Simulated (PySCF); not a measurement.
Si(Me)2(Vi)(NH2), C4H11NSi, SMILES C=C[Si](C)(C)N, singlet at its GFN2-xTB optimised geometry (Å):

```
17

C     -1.8132     1.1177    -0.6820
C     -0.7777     0.6569     0.0000
Si    -0.1953    -1.1413     0.0000
C      1.7184    -1.1413     0.0000
C     -0.8243    -2.0824     1.5306
N     -0.9310    -1.9067    -1.3695
H     -2.1199     2.1532    -0.6533
H     -2.4049     0.4667    -1.3040
H     -0.2187     1.3551     0.6123
H      2.1199    -0.6498     0.8808
H      2.1146    -0.6238    -0.8695
H      2.1140    -2.1532    -0.0144
H     -0.5152    -1.5912     2.4475
H     -0.4400    -3.0974     1.5580
H     -1.9077    -2.1373     1.5344
H     -0.7756    -1.5132    -2.2835
H     -0.9241    -2.9122    -1.4255
```

Computed with PBE0/def2-SVP run with PySCF.

Map of the electron localisation function on the plane z = 0.8 Å:

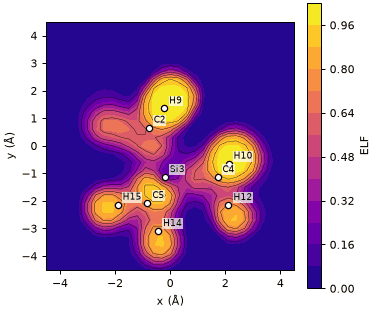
Figure: Electron localisation function on the plane z = 0.8 Å.
